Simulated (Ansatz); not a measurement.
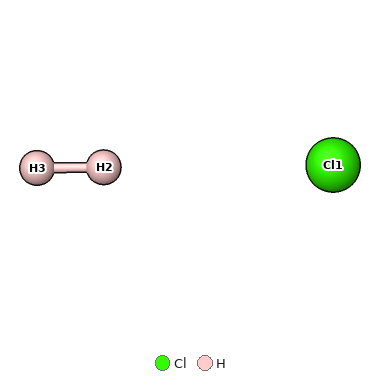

The system is Cl⁻ + H₂; the picture shows the reference structure. Coordinates scanned: (1) distance Cl1–H2; (2) distance H2–H3. Nothing is relaxed (the angle Cl1–H2–H3 is fixed at 180 degrees). The scan uses a 17 × 17 grid. Energies: eV, counted from the lowest grid point. The restricted reference is unstable at some or all points, so the energies there are unreliable. Theory: RHF-MP2, frozen core/aug-cc-pVTZ (Ansatz 0.2.0).

Its coordinates:

```xyz
3

Cl   -2.6640    0.0000    0.0000
H     0.0000    0.0000    0.0000
H     0.7740    0.0000    0.0000
```

Range: distance Cl1–H2 from 1.064 to 2.664 Å; distance H2–H3 from 0.592 to 2.192 Å.

Q: What landscape does the calculation give?

A: The lowest grid point is at distance Cl1–H2 = 2.664 Å, distance H2–H3 = 0.774 Å. It lies on the edge of the grid, but the force there points inwards, so the minimum lies inside the range. The highest grid point, distance Cl1–H2 = 1.064 Å, distance H2–H3 = 0.592 Å, lies 8.45 eV above the lowest.

| distance H2–H3 ↓, distance Cl1–H2 → | 1.064 | 1.171 | 1.328 | 1.511 | 1.714 | 1.932 | 2.165 | 2.409 | 2.664 |
| --- | --- | --- | --- | --- | --- | --- | --- | --- | --- |
| 2.063 | 3.76 | 2.75 | 2.36 | 2.61 | 3.12 | 3.62 | 4.04 | 4.38 | 4.65 |
| 1.813 | 3.74 | 2.67 | 2.19 | 2.33 | 2.71 | 3.12 | 3.48 | 3.77 | 4.00 |
| 1.575 | 3.77 | 2.63 | 2.02 | 2.00 | 2.23 | 2.52 | 2.79 | 3.02 | 3.20 |
| 1.349 | 3.92 | 2.66 | 1.87 | 1.64 | 1.68 | 1.83 | 1.99 | 2.14 | 2.27 |
| 1.138 | 4.27 | 2.84 | 1.79 | 1.30 | 1.13 | 1.11 | 1.15 | 1.23 | 1.30 |
| 0.945 | 4.92 | 3.26 | 1.90 | 1.11 | 0.69 | 0.49 | 0.43 | 0.42 | 0.45 |
| 0.774 | 6.03 | 4.11 | 2.40 | 1.28 | 0.61 | 0.25 | 0.08 | 0.01 | 0.00 |
| 0.636 | 7.67 | 5.52 | 3.48 | 2.06 | 1.18 | 0.68 | 0.43 | 0.31 | 0.27 |

The table holds every second grid line.

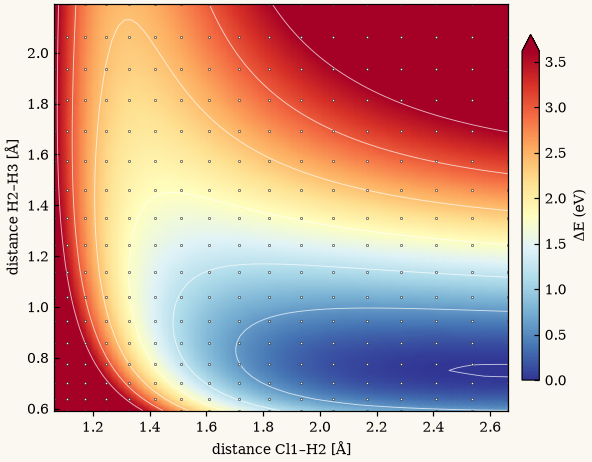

In the figure: a smooth colour map with a few white contour lines, dots at the grid points, one colour for all values above the top of the scale. Between grid points the surface is interpolated.

The whole map (289 points run) took 4.4 min on 1 thread of Intel(R) Xeon(R) Platinum 8488C (Sapphire Rapids), on a shared host.
